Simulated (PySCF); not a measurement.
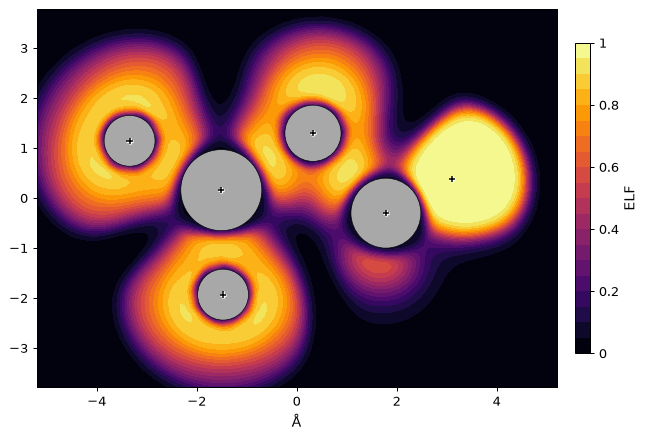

The electron localisation function on a plane through atoms (crosses mark nuclei in the plane; grey discs cover the cores).

All numbers below come from CAM-B3LYP/def2-SVPD, SCF density, gas phase (PySCF 2.14.0).

Candidates:
A. AlCl₂H₃SSi
B. CH₇BGe
C. C₅H₁₆Si₂

Q: Which system is this?

A: Candidate A: AlCl₂H₃SSi on the plane of atoms Cl3, Al1 and S4, which holds Al, Cl, S, Si and H. Al–Cl (2.08 Å): the ELF peaks at about 0.90 in the valence shell of Cl, 0.9 Å from its nucleus, and is about 0.80 at the midpoint. Al–S (2.16 Å): the ELF peaks at about 0.90 in the valence shell of S, 1.0 Å from its nucleus, and is about 0.90 at the midpoint.
